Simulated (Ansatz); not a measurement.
# CClF (SMILES F[C]Cl): levels of theory compared

Wanted: a comparison of 6 runs (UHF/STO-3G, U-r2SCAN/STO-3G, UBHLYP/STO-3G, UPBE0/STO-3G, RPA@PBE/STO-3G, FCI/STO-3G) of CClF. 

The results are computed with Ansatz 0.2.0.

55 further runs of the same task are left out: 10 that didn't finish, 45 set aside as unsound or not needed.

## (1) The structure to begin with

The species is CClF (3 atoms), meant as a triplet with charge 0. SMILES: `F[C]Cl`. The C2–F1 distance was set to 1.665 Å, away from the relaxed value.

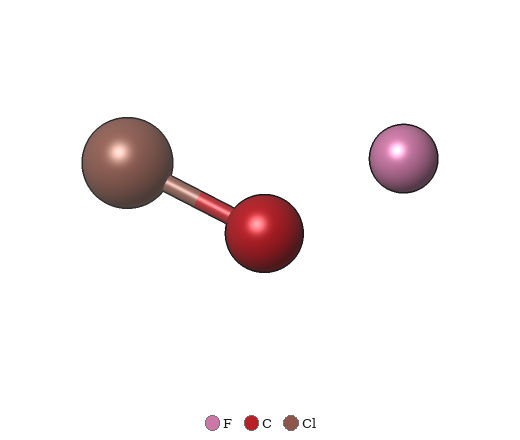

The structure, seen from a chosen angle (fluorine pink, carbon red, chlorine brown).

## (2) The energy at UHF/STO-3G (run 1)

input.yaml

```yaml
crystal:
  periodic: [false, false, false]
  atoms:
    - {symbol: F, position_ang: [-1.194148, 0.897417, -0.551710]}
    - {symbol: C, position_ang: [-0.216580, -0.392190, -0.160770]}
    - {symbol: Cl, position_ang: [1.215200, -0.247300, 0.634290]}
basis:
  gaussian:
    orbitals: STO-3G
magnetization:
  spin_polarized: true
  initial_magnetization: 2
hamiltonian:
  xc: hf
accuracy: high
```

Started as:

```console
$ ansatz run input.yaml --threads 1 --pin off --max-ram 2610MiB --events-out events.jsonl --progress --plain --runs-dir runs
```

Standard output:

```text
Warning: RAYON_NUM_THREADS=1 ignored (pool sized by the plan → 1); use --threads N
Functional definition: HF
  name "HF"
  exchange = exact_x
  correlation = 0
325 factors; integrals over basis functions are off by at most 4.2e-8 eV
mean field evaluation 1: about -16046.9516 eV, gradient 1.5e1 eV
mean field evaluation 2: about -16047.0573 eV, gradient 1.5e1 eV
mean field evaluation 4: about -16049.9087 eV, gradient 3.0e0 eV
mean field evaluation 8: about -16050.1647 eV, gradient 1.7e-1 eV
mean field evaluation 16: about -16050.1648 eV, gradient 1.6e-8 eV
mean field -16050.16483732 eV, -589.8326785790 hartree, gradient 2.2e-8 eV, S^2 2.088214; 0 other end points of the search recorded, 0 dependent functions left out
reference -16050.16483732 eV, -589.8326785790 hartree; 17, 15 occupied and 2, 4 virtual orbitals, 325 factors
Total energy: -16050.16483732 eV, -589.8326785790 hartree
```

Wall time 0.14 s (1 thread of Intel Xeon Platinum 8488C (Sapphire Rapids), shared host).

## (3) The energy at U-r2SCAN/STO-3G (run 2)

molecule.yaml

```yaml
crystal:
  periodic: [false, false, false]
  atoms:
    - {symbol: F, position_ang: [-1.194148, 0.897417, -0.551710]}
    - {symbol: C, position_ang: [-0.216580, -0.392190, -0.160770]}
    - {symbol: Cl, position_ang: [1.215200, -0.247300, 0.634290]}
basis:
  gaussian:
    orbitals: STO-3G
magnetization:
  spin_polarized: true
  initial_magnetization: 2
hamiltonian:
  xc: {name: r2SCAN}
accuracy: high
```

Started as:

```console
$ ansatz run molecule.yaml --threads 1 --pin off --max-ram 2610MiB --events-out events.jsonl --progress --plain --runs-dir runs
```

Standard output:

```text
Warning: RAYON_NUM_THREADS=1 ignored (pool sized by the plan → 1); use --threads N
Functional definition: r2SCAN
  name "r2SCAN"
  parameter k0 = 0.174
  parameter k1 = 0.065
  parameter a1 = 4.9479
  exchange = r2scan_x(k0 = k0, k1 = k1, a1 = a1)
  correlation = r2scan_c
325 factors; integrals over basis functions are off by at most 4.2e-8 eV
mean field evaluation 1: about -16080.4093 eV, gradient 6.2e0 eV
mean field evaluation 2: about -16079.6376 eV, gradient 1.2e1 eV
mean field evaluation 4: about -16080.9685 eV, gradient 8.4e-1 eV
mean field evaluation 8: about -16080.9250 eV, gradient 5.3e-2 eV
mean field evaluation 16: about -16080.9251 eV, gradient 7.9e-7 eV
mean field -16080.92505447 eV, -590.9630957092 hartree, gradient 5.8e-8 eV, S^2 2.012108; 0 other end points of the search recorded, 0 dependent functions left out
reference -16080.92505479 eV, -590.9630957209 hartree; 17, 15 occupied and 2, 4 virtual orbitals, 325 factors
Total energy: -16080.92505479 eV, -590.9630957209 hartree
```

It took 2.5 s on 1 thread of Intel Xeon Platinum 8488C (Sapphire Rapids), shared host; peak memory 0.23 GiB.

Run 3 isn't shown in full; the table further down has it.

## (4) The energy at UPBE0/STO-3G (run 4)

molecule.yaml, as its differences from that of step 3:

```diff
@@ -13,3 +13,3 @@
 hamiltonian:
-  xc: {name: r2SCAN}
+  xc: {name: PBE0}
 accuracy: high
```

Started as:

```console
$ ansatz run molecule.yaml --threads 1 --pin off --max-ram 2610MiB --events-out events.jsonl --progress --plain --runs-dir runs
```

Standard output:

```text
Warning: RAYON_NUM_THREADS=1 ignored (pool sized by the plan → 1); use --threads N
Functional definition: PBE0
  name "PBE0"
  parameter a = 0.25
  parameter kappa = 0.804
  parameter beta = 0.06672455060314922
  exchange = (1 - a)*pbe_x(kappa = kappa, mu = beta*pi^2/3) + a*exact_x
  correlation = pbe_c(beta = beta)
325 factors; integrals over basis functions are off by at most 4.2e-8 eV
mean field evaluation 1: about -16074.5602 eV, gradient 6.5e0 eV
mean field evaluation 2: about -16074.5435 eV, gradient 8.5e0 eV
mean field evaluation 4: about -16075.0882 eV, gradient 7.1e-1 eV
mean field evaluation 8: about -16075.0987 eV, gradient 2.1e-2 eV
mean field evaluation 16: about -16075.0987 eV, gradient 4.2e-6 eV
mean field -16075.09866536 eV, -590.7489798589 hartree, gradient 5.0e-8 eV, S^2 2.012958; 0 other end points of the search recorded, 0 dependent functions left out
reference -16075.09866618 eV, -590.7489798890 hartree; 17, 15 occupied and 2, 4 virtual orbitals, 325 factors
Total energy: -16075.09866618 eV, -590.7489798890 hartree
```

Wall time 1.1 s (1 thread of Intel Xeon Platinum 8488C (Sapphire Rapids), shared host); peak memory 0.15 GiB.

Run 5 isn't shown in full; the table further down has it.

## (5) A single-point energy at FCI/STO-3G (run 6)

input.yaml

```yaml
basis:
  gaussian: {orbitals: STO-3G}
crystal:
  periodic: [false, false, false]
  atoms:
    - {symbol: F, position_ang: [-1.194148, 0.897417, -0.551710]}
    - {symbol: C, position_ang: [-0.216580, -0.392190, -0.160770]}
    - {symbol: Cl, position_ang: [1.215200, -0.247300, 0.634290]}
total_charge: 0
magnetization: {spin_polarized: true, initial_magnetization: 2}
correlation: {method: fci, frozen_orbitals: {C: 1, Cl: 5, F: 1}}
accuracy: high
```

Started as:

```console
$ ansatz run input.yaml --threads 1 --pin off --max-ram 2610MiB --events-out events.jsonl --progress --plain --runs-dir runs
```

Standard output:

```text
Warning: RAYON_NUM_THREADS=1 ignored (pool sized by the plan → 1); use --threads N
[... 4 set-up lines as earlier in the session ...]
325 factors; integrals over basis functions are off by at most 4.2e-8 eV
mean field evaluation 1: about -16046.9516 eV, gradient 1.5e1 eV
mean field evaluation 2: about -16047.0573 eV, gradient 1.5e1 eV
mean field evaluation 4: about -16049.9087 eV, gradient 3.0e0 eV
mean field evaluation 8: about -16050.1647 eV, gradient 1.7e-1 eV
mean field evaluation 16: about -16050.1648 eV, gradient 1.6e-8 eV
mean field evaluation 32: about -16050.1774 eV, gradient 3.0e-3 eV
mean field -16050.16483732 eV, -589.8326785790 hartree, gradient 2.2e-8 eV, S^2 2.088214; 3 other end points of the search recorded, 0 dependent functions left out
7 core orbitals not correlated: weight in the atoms' cores, before any rotation towards them, 1.000 or more for the frozen orbitals, at most 0.000 for the correlated occupied ones
reference -16049.83723705 eV, -589.8206394912 hartree; 10, 8 occupied and 2, 4 virtual orbitals, 325 factors
state -16052.73484090 eV, -589.9271244686 hartree
Total energy: -16052.73484090 eV, -589.9271244686 hartree
```

It took 0.42 s on 1 thread of Intel Xeon Platinum 8488C (Sapphire Rapids), shared host.

## (6) The series

```tsv
run	level	frozen core orbitals	energy (Eh)	⟨S²⟩	wall time
1	UHF/STO-3G	–	-589.832679	2.088	0.14 s
2	U-r2SCAN/STO-3G	–	-590.963096	2.012	2.5 s
3	UBHLYP/STO-3G	–	-590.973760	2.020	1 s
4	UPBE0/STO-3G	–	-590.748980	2.013	1.1 s
5	RPA@PBE/STO-3G	7	-589.972754	2.007	1 s
6	FCI/STO-3G	7	-589.927124	–	0.42 s
```

## (7) What came out

```
                                          quantity          value
                               run 6: total energy  -589.92712 Eh
run 6: correlation energy (7 core orbitals frozen)     -106.5 mEh
```

In words: Against full CI in this basis: UHF +94.4 mEh. Totals of different functionals can't be ranked against each other. In runs 1, 2, 3, 4, 5, 6 the basis is minimal, so the values are rough. All runs together took 6.2 s, the longest 2.5 s.
